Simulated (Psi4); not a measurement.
# CH2FNOSi (SMILES O=C=N[SiH2]F): BHLYP/cc-pVDZ

What is the vertical ionisation energy of CH2FNOSi at BHLYP/cc-pVDZ? 

The results are computed with Psi4 1.11.

2 further runs of the same task are left out: 2 set aside as unsound or not needed.

**1. Starting point**

CH2FNOSi has 7 atoms, charge 0, and is taken as a singlet. SMILES: `O=C=N[SiH2]F`. The shape is that of a PBE0-D4/def2-TZVP optimisation. This is one conformer, not always the lowest.

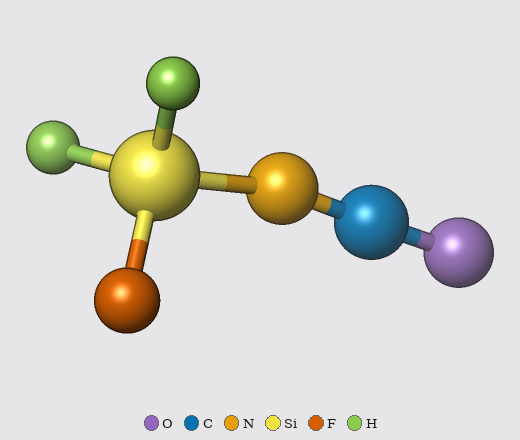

The structure, seen from a chosen angle (oxygen purple, carbon blue, nitrogen amber, silicon yellow, fluorine orange, hydrogen green).

**2. Energy and gradient at BHLYP/cc-pVDZ**

job.json reads:

```json
{
  "schema_name": "qcschema_input",
  "schema_version": 1,
  "molecule": {
    "schema_name": "qcschema_molecule",
    "schema_version": 2,
    "symbols": ["O", "C", "N", "Si", "F", "H", "H"],
    "geometry": [-1.08432485, -5.49532357, -1.04312882, -0.57995695, -3.4334434, -0.48395886, -0.0359048, -1.33452459, 0.14380816, 0.40081091, 1.82982181, 0.35696926, -0.79406292, 3.15773235, -2.0616912, -0.92653272, 2.77846432, 2.61689274, 3.13562256, 2.36896067, 0.38493721],
    "molecular_charge": 0,
    "molecular_multiplicity": 1,
    "fix_symmetry": "c1",
    "fix_com": true,
    "fix_orientation": true
  },
  "driver": "gradient",
  "model": {
    "method": "bhhlyp",
    "basis": "cc-pVDZ"
  },
  "keywords": {
    "puream": true,
    "e_convergence": 1e-09,
    "d_convergence": 1e-08,
    "scf_type": "pk",
    "dft_radial_points": 99,
    "dft_spherical_points": 590,
    "scf_properties": ["LOWDIN_CHARGES", "WIBERG_LOWDIN_INDICES", "MULLIKEN_CHARGES"]
  }
}
```

Launch:

```bash
$ psi4 --qcschema job.json -n 1 --memory 2200MB
```

stdout:

```text
[...]
  Running in c1 symmetry.
[...]
  Nuclear repulsion =  204.922898997471236
[...]
  Multiplicity = 1
[...]
  Nalpha       = 23
  Nbeta        = 23
[...]
    Number of basis functions: 84
[...]
   @RKS iter   1:  -558.44406870394312   -5.75218e-01   7.66089e-03 DIIS/ADIIS
[...]
   @RKS iter  12:  -558.59467044793701   -2.16005e-12   2.94580e-09 DIIS
[...]
    Orbital Energies [Eh]
    ---------------------
    Doubly Occupied:
       1A    -67.247125     2A    -25.316166     3A    -19.752123
       4A    -14.834929     5A    -10.768028     6A     -5.695559
       7A     -3.961557     8A     -3.959224     9A     -3.957195
      10A     -1.359915    11A     -1.266387    12A     -1.080017
      13A     -0.737058    14A     -0.616988    15A     -0.596575
      16A     -0.562729    17A     -0.560616    18A     -0.543226
      19A     -0.538908    20A     -0.489212    21A     -0.435590
      22A     -0.384866    23A     -0.368346
[...]
  @RKS Final Energy:  -558.59467044793701
   => Energetics <=
    Nuclear Repulsion Energy =            204.9228989974712363
    One-Electron Energy =               -1177.2770931879099408
    Two-Electron Energy =                 441.1820388222803899
    DFT Exchange-Correlation Energy =     -27.4225150797788402
    Empirical Dispersion Energy =           0.0000000000000000
    VV10 Nonlocal Energy =                  0.0000000000000000
    Total Energy =                       -558.5946704479370055
[...]
 Multipole Moments:
 ------------------------------------------------------------------------------------
     Multipole            Electronic (a.u.)      Nuclear  (a.u.)        Total (a.u.)
 ------------------------------------------------------------------------------------
 L = 1.  Multiply by 2.5417464519 to convert [e a0] to [Debye]
 Dipole X            :         12.0552178          -11.7317978            0.3234200
 Dipole Y            :         15.1094363          -14.7203996            0.3890367
 Dipole Z            :         21.3167654          -20.7979478            0.5188176
 Magnitude           :                                                    0.7246528
[...]
  Mulliken Charges: (a.u.)
   Center  Symbol    Alpha    Beta     Spin     Total
       1     O     4.09352  4.09352  0.00000 -0.18704
       2     C     2.83613  2.83613  0.00000  0.32773
       3     N     3.67550  3.67550  0.00000 -0.35100
       4    SI     6.61297  6.61297  0.00000  0.77407
       5     F     4.67624  4.67624  0.00000 -0.35248
       6     H     0.55281  0.55281  0.00000 -0.10563
       7     H     0.55283  0.55283  0.00000 -0.10566
   Total alpha = 23.00000, Total beta = 23.00000, Total charge =  0.00000
  Lowdin Charges: (a.u.)
[...]
  -Total Gradient:
     Atom            X                  Y                   Z
    ------   -----------------  -----------------  -----------------
       1       -0.002015988606    -0.007810078582    -0.002313236716
       2        0.001442399076     0.005272799915     0.001707064915
       3        0.002332365953     0.013643937257     0.001754162558
       4       -0.013771943476     0.001820206627    -0.025304117877
       5        0.011489672822    -0.012670982816     0.023233571361
       6       -0.000165943569    -0.000085637976     0.000666639613
       7        0.000671586895    -0.000164922499     0.000224007273
[...]
```

The result, in JSON:

```text
{
 "driver": "gradient",
 "model": {
  "method": "bhhlyp",
  "basis": "cc-pVDZ"
 },
 "success": true,
 "return_result": [-0.0020159886063484816, -0.007810078582024427, -0.002313236715635228, 0.0014423990763017692, 0.005272799914506382, 0.0017070649150662809, 0.0023323659530607166, 0.013643937256616528, 0.0017541625577735809, -0.013771943475576698, 0.001820206627025197, -0.025304117877423718, 0.011489672822084941, -0.012670982815853882, 0.023233571360916305, -0.00016594356864826215, -8.56379762746301e-05, 0.0006666396132029018, 0.0006715868947174408, -0.0001649224994512699, 0.00022400727274206182],
 "properties": {
  "calcinfo_nbasis": 84,
  "calcinfo_nmo": 84,
  "calcinfo_nalpha": 23,
  "calcinfo_nbeta": 23,
  "calcinfo_natom": 7,
  "nuclear_repulsion_energy": 204.92289899747124,
  "return_energy": -558.594670447937,
  "return_gradient": [-0.0020159886063484816, -0.007810078582024427, -0.002313236715635228, 0.0014423990763017692, 0.005272799914506382, 0.0017070649150662809, 0.0023323659530607166, 0.013643937256616528, 0.0017541625577735809, -0.013771943475576698, 0.001820206627025197, -0.025304117877423718, 0.011489672822084941, -0.012670982815853882, 0.023233571360916305, -0.00016594356864826215, -8.56379762746301e-05, 0.0006666396132029018, 0.0006715868947174408, -0.0001649224994512699, 0.00022400727274206182],
  "scf_one_electron_energy": -1177.27709318791,
  "scf_two_electron_energy": 441.1820388222804,
  "scf_xc_energy": -27.42251507977884,
  "scf_dipole_moment": [0.32342001134589893, 0.3890367283734566, 0.5188175628322895],
  "scf_total_energy": -558.594670447937,
  "scf_total_gradient": [-0.0020159886063484816, -0.007810078582024427, -0.002313236715635228, 0.0014423990763017692, 0.005272799914506382, 0.0017070649150662809, 0.0023323659530607166, 0.013643937256616528, 0.0017541625577735809, -0.013771943475576698, 0.001820206627025197, -0.025304117877423718, 0.011489672822084941, -0.012670982815853882, 0.023233571360916305, -0.00016594356864826215, -8.56379762746301e-05, 0.0006666396132029018, 0.0006715868947174408, -0.0001649224994512699, 0.00022400727274206182],
  "scf_iterations": 12
 }
}
```

It took 43 s on 1 thread of Intel Xeon Platinum 8259CL at 2.50GHz (Skylake/Cascade Lake), shared host; peak memory 1.2 GiB.

**3. The doublet cation**

input.inp reads:

```
memory 2200 mb

molecule {
  1 2
  O     -0.573800    -2.908000    -0.552000
  C     -0.306900    -1.816900    -0.256100
  N     -0.019000    -0.706200     0.076100
  Si     0.212100     0.968300     0.188900
  F     -0.420200     1.671000    -1.091000
  H     -0.490300     1.470300     1.384800
  H      1.659300     1.253600     0.203700
  symmetry c1
}

set {
  basis cc-pVDZ
  reference uks
  puream true
  e_convergence 1e-09
  d_convergence 1e-08
  scf_type pk
  dft_radial_points 99
  dft_spherical_points 590
  maxiter 100
}

E, wfn = gradient('bhhlyp', return_wfn=True)
oeprop(wfn, 'MAYER_INDICES', 'LOWDIN_CHARGES', 'MULLIKEN_CHARGES')
```

Launch:

```bash
$ psi4 -n 1 input.inp input.out
```

input.out:

```text
[...]
  Running in c1 symmetry.
[...]
  Nuclear repulsion =  204.922898825379804
[...]
  Multiplicity = 2
[...]
  Nalpha       = 23
  Nbeta        = 22
[...]
    Number of basis functions: 84
[...]
   @UKS iter   1:  -558.02524361664871   -1.56393e-01   6.98278e-03 DIIS/ADIIS
[...]
   @UKS iter  22:  -558.18410341427625   -1.30740e-11   6.53007e-09 DIIS
[...]
   @S^2 Observed:                7.913990486E-01
[...]
    Orbital Energies [Eh]
    ---------------------
    Alpha Occupied:
       1A    -67.468060     2A    -25.509224     3A    -20.083423
       4A    -15.172046     5A    -11.051703     6A     -5.918974
       7A     -4.184767     8A     -4.182382     9A     -4.180236
      10A     -1.576841    11A     -1.550327    12A     -1.404839
      13A     -1.017290    14A     -0.900797    15A     -0.868818
      16A     -0.845249    17A     -0.817325    18A     -0.755425
      19A     -0.748401    20A     -0.720054    21A     -0.701175
      22A     -0.683228    23A     -0.634044
    Alpha Virtual:
      24A     -0.198670    25A     -0.194920    26A     -0.133280
[...]
  @UKS Final Energy:  -558.18410341427625
   => Energetics <=
    Nuclear Repulsion Energy =            204.9228988253798036
    One-Electron Energy =               -1165.7192032096886578
    Two-Electron Energy =                 429.8276097627835952
    DFT Exchange-Correlation Energy =     -27.2154087927509956
    Empirical Dispersion Energy =           0.0000000000000000
    VV10 Nonlocal Energy =                  0.0000000000000000
    Total Energy =                       -558.1841034142762510
[...]
 Multipole Moments:
 ------------------------------------------------------------------------------------
     Multipole            Electronic (a.u.)      Nuclear  (a.u.)        Total (a.u.)
 ------------------------------------------------------------------------------------
 L = 1.  Multiply by 2.5417464519 to convert [e a0] to [Debye]
 Dipole X            :         -1.1413848            1.6411834            0.4997987
 Dipole Y            :         -1.7916414            1.1609442           -0.6306972
 Dipole Z            :         -1.7556177            2.7787097            1.0230920
 Magnitude           :                                                    1.3016508
[...]
  -Total Gradient:
     Atom            X                  Y                   Z
    ------   -----------------  -----------------  -----------------
       1       -0.007139117394    -0.028827762674    -0.007948573096
       2        0.015982639275     0.063910860486     0.017754618821
       3       -0.004299566901     0.006234738081    -0.008852655676
       4       -0.008645227374    -0.056967824959    -0.005679080106
       5        0.006432068811    -0.000015018802     0.011760038295
       6        0.002906000039     0.007391099425    -0.005772428573
       7       -0.005254472089     0.008279640733    -0.001293545836
[...]
  Mulliken Charges: (a.u.)
   Center  Symbol    Alpha    Beta     Spin     Total
       1     O     4.18499  3.73959  0.44540  0.07543
       2     C     2.64166  2.86561 -0.22394  0.49273
       3     N     3.87481  3.26934  0.60548 -0.14415
       4    SI     6.58168  6.65541 -0.07373  0.76292
       5     F     4.64683  4.64598  0.00085 -0.29281
       6     H     0.53487  0.41236  0.12250  0.05277
       7     H     0.53516  0.41172  0.12344  0.05312
   Total alpha = 23.00000, Total beta = 22.00000, Total charge =  1.00000
  Lowdin Charges: (a.u.)
[...]
```

Run time: 72 s. Hardware: 1 thread of Intel Xeon Platinum 8259CL at 2.50GHz (Skylake/Cascade Lake), shared host; peak memory 1.2 GiB.

**4. Results**

Level: BHLYP/cc-pVDZ.

| quantity | value |
| --- | --- |
| singlet CH2FNOSi: total energy | -558.59467 Eh |
| singlet CH2FNOSi: dipole moment | 1.84 D |
| singlet CH2FNOSi: HOMO energy | -10.02 eV |
| singlet CH2FNOSi: LUMO energy | 1.09 eV |
| singlet CH2FNOSi: HOMO–LUMO gap | 11.12 eV |
| singlet CH2FNOSi: largest force on an atom | 1.484 eV/Å |
| doublet cation: total energy | -558.18410 Eh |
| doublet cation: HOMO energy (highest over α and β) | -16.94 eV |
| doublet cation: LUMO energy (lowest over α and β) | -12.32 eV |
| doublet cation: ⟨S²⟩ | 0.791 |
| doublet cation: largest force on an atom | 3.509 eV/Å |
| vertical ionisation energy (to the doublet cation) | 11.172 eV |

**Reading.** The vertical ionisation energy comes to 11.17 eV (1078 kJ/mol). The largest force (singlet CH2FNOSi) is 1.48 eV/Å: the shape isn't a stationary point for this species at this level. The negative HOMO energy of the first species, 10.02 eV, lies 1.15 eV below that difference.
